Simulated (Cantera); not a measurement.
Charge: 1 mol C2F6, 0.097 mol Si, 1.3 mol H2, at 0.100 bar.

Cantera equilibrium calculation (NASA polynomials, part measured and part estimated; ideal gas, pure solids and liquids). Candidate condensed phases: C, C6H6, C7H8, C8H18, Si, SiC; 113 gas species. The feed counts by its element totals alone. The tables' values for SiF3, SiF2 are old estimates; treat these amounts as uncertain. Gases not in the tables: C2F6 and larger saturated fluorocarbons. Rates play no part.

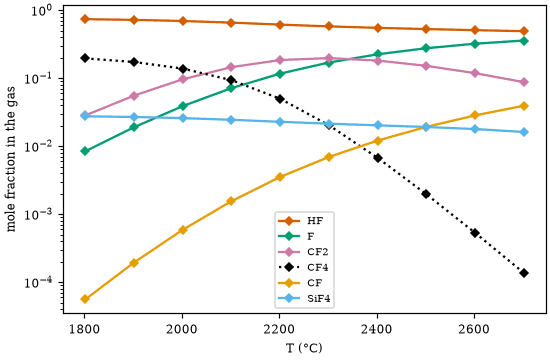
Figure. Equilibrium gas composition (values under 1e-9 drawn at 1e-9)

From 1802 °C to 2702 °C the condensed part is C(graphite). The main Si-bearing gas is SiF4 throughout.
